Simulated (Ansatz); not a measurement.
# B₂H (quartet): one geometry, many settings at scale of all distances = 1.000

Aim: run B₂H (quartet) at one geometry under a spread of methods and options, and see what each costs and gives.

The runs use Ansatz 0.2.0, Gaussian basis; the settings change from run to run.

14 further runs of the same task are left out: 14 that didn't finish.

## Step 1: What is computed

The geometry derives from a PBE0/def2-TZVP stationary point (not a proven minimum). All distances are scaled together.

3 atoms, charge 0, spin multiplicity 4.

Atoms are counted from 1 here; the program's logs count them from 0.

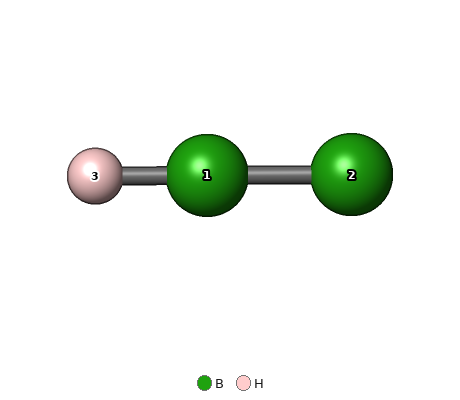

The geometry (boron green, hydrogen pink); atoms are numbered from 1 in the order of the file.

## Step 2: CCSD on ROHF/6-31G

The input, in.yaml:

```yaml
crystal:
  periodic: [false, false, false]
  atoms:
    - {symbol: B, position_ang: [0.000000, 0.000000, 0.114060]}
    - {symbol: B, position_ang: [0.000000, 0.000000, -1.406367]}
    - {symbol: H, position_ang: [0.000000, 0.000000, 1.292307]}
basis:
  gaussian: {orbitals: 6-31G}
magnetization: {spin_polarized: false, initial_magnetization: 3}
correlation: {method: ccsd, electrons: outside_noble_gas}
```

The run is started by

```console
$ ansatz run in.yaml --threads 1 --pin off --events-out ev --progress --plain --max-ram 2393MiB
```

What it wrote:

```text
Functional definition: HF
  name "HF"
  cite "Fock, Z. Phys. 61, 126 (1930) doi:10.1007/BF01340294"
  parent pbe
  exchange = exact_x
  correlation = 0
284 factors; integrals over basis functions are off by at most 2.3e-4 eV
mean field evaluation 1: about -1353.0368 eV, gradient 9.7e0 eV
mean field evaluation 2: about -1353.0436 eV, gradient 9.7e0 eV
mean field evaluation 4: about -1354.4825 eV, gradient 1.3e0 eV
mean field evaluation 8: about -1354.5160 eV, gradient 5.6e-2 eV
mean field evaluation 16: about -1354.5011 eV, gradient 4.9e-1 eV
mean field -1354.51606516 eV, -49.7775472708 hartree, gradient 1.6e-6 eV, S^2 3.750000; 0 other end points of the search recorded, 0 dependent functions left out
2 core orbitals not correlated: weight in the atoms' cores, before any rotation towards them, 1.000 or more for the frozen orbitals, at most 0.000 for the correlated occupied ones
reference -1354.51606516 eV, -49.7775472708 hartree; 5, 2 occupied and 13, 16 virtual orbitals, 284 factors
second order -1.74121974 eV of doubles, -0.02099126 eV of singles
cycle   1  -2.12703549 eV  change   -3.6e-1 eV  update   5.4e-2
cycle   2  -2.29744970 eV  change   -1.7e-1 eV  update   2.5e-2
cycle   3  -2.31813820 eV  change   -2.1e-2 eV  update   9.7e-3
cycle   4  -2.32166708 eV  change   -3.5e-3 eV  update   3.1e-3
cycle   5  -2.32148229 eV  change    1.8e-4 eV  update   8.9e-4
cycle   6  -2.32144867 eV  change    3.4e-5 eV  update   2.5e-4
cycle   7  -2.32159258 eV  change   -1.4e-4 eV  update   7.0e-5
cycle   8  -2.32155890 eV  change    3.4e-5 eV  update   2.3e-5
cycle   9  -2.32155748 eV  change    1.4e-6 eV  update   9.1e-6
cycle  10  -2.32156031 eV  change   -2.8e-6 eV  update   2.8e-6
Total energy: -1356.83762548 eV, -49.8628630387 hartree
```

Wall time 0.21 s (1 thread of Arm Neoverse V2, shared host).

From the report: correlation -2.3216 eV; T1 0.021; largest double amplitude 0.10.

## Step 3: MP2 on UHF/6-31G

in.yaml: that of step 2 with these lines changed.

```diff
@@ -8,3 +8,4 @@
   gaussian: {orbitals: 6-31G}
-magnetization: {spin_polarized: false, initial_magnetization: 3}
-correlation: {method: ccsd, electrons: outside_noble_gas}
+magnetization: {spin_polarized: true, initial_magnetization: 3}
+correlation: {method: mp2, electrons: valence}
+output: {forces: true}
```

Launched as before.

What it wrote, cut to the lines that bear on the results:

```text
Functional definition: HF
  name "HF"
  cite "Fock, Z. Phys. 61, 126 (1930) doi:10.1007/BF01340294"
  parent pbe
[...]
284 factors; integrals over basis functions are off by at most 2.3e-4 eV
[...]
mean field -1354.55601219 eV, -49.7790152971 hartree, gradient 2.0e-6 eV, S^2 3.755455; 0 other end points of the search recorded, 0 dependent functions left out
2 core orbitals not correlated: weight in the atoms' cores, before any rotation towards them, 1.000 or more for the frozen orbitals, at most 0.000 for the correlated occupied ones
reference -1354.55601219 eV, -49.7790152971 hartree; 5, 2 occupied and 13, 16 virtual orbitals, 284 factors
second order -1.73331810 eV of doubles, -0.00000000 eV of singles
[...]
Total energy: -1356.28933030 eV, -49.8427135625 hartree
Atom 0 at     0.000000     0.000000     0.114060 Å, force     0.000000     0.000000     0.629537 eV/Å
Atom 1 at     0.000000     0.000000    -1.406367 Å, force     0.000000     0.000000    -0.740721 eV/Å
Atom 2 at     0.000000     0.000000     1.292307 Å, force    -0.000000    -0.000000     0.111184 eV/Å
Dipole moment:     0.000000     0.000000     0.111782 e Å
```

Wall time 0.15 s (1 thread of Arm Neoverse V2, shared host).

From the report: ⟨S²⟩ of the determinant 3.755 (pure quartet: 3.75).

## Step 4: CCSD(T) on ROHF/6-31G

in.yaml: that of step 3 with these lines changed.

```diff
@@ -8,4 +8,4 @@
   gaussian: {orbitals: 6-31G}
-magnetization: {spin_polarized: true, initial_magnetization: 3}
-correlation: {method: mp2, electrons: valence}
-output: {forces: true}
+magnetization: {spin_polarized: false, initial_magnetization: 3}
+correlation: {method: ccsd_t, electrons: all}
+accuracy: high
```

Launched as before.

What it wrote, cut to the lines that bear on the results:

```text
Functional definition: HF
  name "HF"
  cite "Fock, Z. Phys. 61, 126 (1930) doi:10.1007/BF01340294"
  parent pbe
[...]
454 factors; integrals over basis functions are off by at most 3.3e-9 eV
[...]
mean field -1354.51610006 eV, -49.7775485531 hartree, gradient 1.4e-8 eV, S^2 3.750000; 0 other end points of the search recorded, 0 dependent functions left out
[...]
reference -1354.51610006 eV, -49.7775485531 hartree; 7, 4 occupied and 13, 16 virtual orbitals, 454 factors
second order -1.80379896 eV of doubles, -0.02136185 eV of singles
cycle   1  -2.18947122 eV  change   -3.6e-1 eV  update   5.4e-2
[...]
cycle  21  -2.38293063 eV  change  -5.8e-10 eV  update  3.5e-10
perturbative correction -0.05443491 eV, -0.0020004460 hartree
Total energy: -1356.95346560 eV, -49.8671200847 hartree
```

Run time: 0.39 s. Hardware: 1 thread of Arm Neoverse V2, shared host.

From the report: correlation -2.4374 eV; T1 0.017; largest double amplitude 0.10.

## Step 5: BCCD/STO-3G

The input, in.yaml:

```yaml
crystal:
  periodic: [false, false, false]
  atoms:
    - {symbol: B, position_ang: [0.000000, 0.000000, 0.114060]}
    - {symbol: B, position_ang: [0.000000, 0.000000, -1.406367]}
    - {symbol: H, position_ang: [0.000000, 0.000000, 1.292307]}
basis:
  gaussian: {orbitals: STO-3G}
magnetization: {spin_polarized: true, initial_magnetization: 3}
hamiltonian: {xc: {name: B3LYP}}
correlation: {method: bccd, electrons: all}
accuracy: high
```

Launched as before.

What it wrote, cut to the lines that bear on the results:

```text
Functional definition: B3LYP
  name "B3LYP"
  cite "Stephens, Devlin, Chabalowski & Frisch, J. Phys. Chem. 98, 11623 (1994) doi:10.1021/j100096a001"
  cite "Becke, Phys. Rev. A 38, 3098 (1988) doi:10.1103/PhysRevA.38.3098"
  cite "Lee, Yang & Parr, Phys. Rev. B 37, 785 (1988) doi:10.1103/PhysRevB.37.785"
  cite "Vosko, Wilk & Nusair, Can. J. Phys. 58, 1200 (1980) doi:10.1139/p80-159"
[...]
169 factors; integrals over basis functions are off by at most 1.4e-8 eV
[...]
mean field -1344.97063679 eV, -49.4267592483 hartree, gradient 1.7e-8 eV, S^2 3.752011; 0 other end points of the search recorded, 0 dependent functions left out
reference -1336.20946408 eV, -49.1047920895 hartree; 7, 4 occupied and 4, 7 virtual orbitals, 169 factors
second order -1.56057424 eV of doubles, -0.04940141 eV of singles
cycle   1  -1.97656307 eV  change   -3.7e-1 eV  update   5.2e-2
[...]
cycle  20  -2.16587981 eV  change  -1.9e-10 eV  update  5.7e-10
Total energy: -1338.37534389 eV, -49.1843867045 hartree
```

It took 0.93 s on 1 thread of Arm Neoverse V2, shared host.

From the report: ⟨S²⟩ of the determinant 3.752 (pure quartet: 3.75); correlation -2.1659 eV; largest double amplitude 0.14.

## Step 6: CCSDT on ROHF/6-31G

The input, in.yaml:

```yaml
crystal:
  periodic: [false, false, false]
  atoms:
    - {symbol: B, position_ang: [0.000000, 0.000000, 0.114060]}
    - {symbol: B, position_ang: [0.000000, 0.000000, -1.406367]}
    - {symbol: H, position_ang: [0.000000, 0.000000, 1.292307]}
basis:
  gaussian: {orbitals: 6-31G}
magnetization: {spin_polarized: false, initial_magnetization: 3}
correlation: {method: ccsdt, electrons: outside_noble_gas, diis_vectors: 4}
```

The command is unchanged.

What it wrote, cut to the lines that bear on the results:

```text
Functional definition: HF
  name "HF"
  cite "Fock, Z. Phys. 61, 126 (1930) doi:10.1007/BF01340294"
  parent pbe
[...]
437 factors; integrals over basis functions are off by at most 1.5e-7 eV
[...]
mean field -1354.51610004 eV, -49.7775485525 hartree, gradient 1.7e-6 eV, S^2 3.750000; 0 other end points of the search recorded, 0 dependent functions left out
2 core orbitals not correlated: weight in the atoms' cores, before any rotation towards them, 1.000 or more for the frozen orbitals, at most 0.000 for the correlated occupied ones
reference -1354.51610004 eV, -49.7775485525 hartree; 5, 2 occupied and 13, 16 virtual orbitals, 437 factors
second order -1.74123274 eV of doubles, -0.02099043 eV of singles
cycle   1  -2.12704010 eV  change   -3.6e-1 eV  update   5.7e-2
[...]
cycle  16  -2.39250431 eV  change   -3.0e-7 eV  update   3.1e-7
Total energy: -1356.90860435 eV, -49.8654714641 hartree
```

Run time: 0.72 s. Hardware: 1 thread of Arm Neoverse V2, shared host.

From the report: correlation -2.3925 eV; T1 0.021; largest double amplitude 0.10.

## Step 7: BCCD(T) on ROHF/6-31++G**

in.yaml: that of step 6 with these lines changed.

```diff
@@ -7,4 +7,5 @@
 basis:
-  gaussian: {orbitals: 6-31G}
+  gaussian: {orbitals: "6-31++G**"}
 magnetization: {spin_polarized: false, initial_magnetization: 3}
-correlation: {method: ccsdt, electrons: outside_noble_gas, diis_vectors: 4}
+correlation: {method: bccd_t, electrons: outside_noble_gas}
+scf: {lower_state_search: full}
```

Launched as before.

What it wrote, cut to the lines that bear on the results:

```text
Functional definition: HF
  name "HF"
  cite "Fock, Z. Phys. 61, 126 (1930) doi:10.1007/BF01340294"
  parent pbe
[...]
387 factors; integrals over basis functions are off by at most 1.0e-3 eV
[...]
mean field -1354.96560237 eV, -49.7940674586 hartree, gradient 9.9e-6 eV, S^2 3.750000; 5 other end points of the search recorded, 0 dependent functions left out
2 core orbitals not correlated: weight in the atoms' cores, before any rotation towards them, 1.000 or more for the frozen orbitals, at most 0.000 for the correlated occupied ones
reference -1354.96560237 eV, -49.7940674586 hartree; 5, 2 occupied and 37, 40 virtual orbitals, 387 factors
second order -2.84552231 eV of doubles, -0.02266306 eV of singles
cycle   1  -3.32269997 eV  change   -4.5e-1 eV  update   5.5e-2
[...]
cycle  10  -3.49964920 eV  change   -2.7e-6 eV  update   4.1e-6
perturbative correction -0.12421672 eV, -0.0045648804 hartree
Total energy: -1358.58946830 eV, -49.9272420749 hartree
```

It took 0.96 s on 1 thread of Arm Neoverse V2, shared host.

From the report: correlation -3.6239 eV; largest double amplitude 0.05.

## Step 8: All runs side by side

Where basis and cores are those of an earlier FCI/6-31G run (-1356.9141 eV), and the state is the same kind, the miss against it is given.

```
                          level         correlated  functions  energy (eV)  from FCI (meV)    time
             CCSD on ROHF/6-31G  outside noble gas         20   -1356.8376            76.5  0.21 s
               MP2 on UHF/6-31G            valence         20   -1356.2893           624.8  0.15 s
          CCSD(T) on ROHF/6-31G                all         20   -1356.9535                  0.39 s
BCCD/STO-3G (on B3LYP orbitals)                all         11   -1338.3753                  0.93 s
            CCSDT on ROHF/6-31G  outside noble gas         20   -1356.9086             5.5  0.72 s
      BCCD(T) on ROHF/6-31++G**  outside noble gas         44   -1358.5895                  0.96 s
```

## Step 9: Outcome

| quantity | value |
| --- | --- |
| runs | 6 |
| quickest | MP2 on UHF/6-31G, 0.15 s |
| slowest | BCCD(T) on ROHF/6-31++G**, 0.96 s |

What this shows: Total energies in different bases, with other cores or another treatment of relativity can't be set against each other. BCCD(T) on ROHF/6-31++G** took 6 times as long as MP2 on UHF/6-31G; the jobs differ in more than the method. Among the correlated runs with a miss given, it spans +6 to +625 meV.
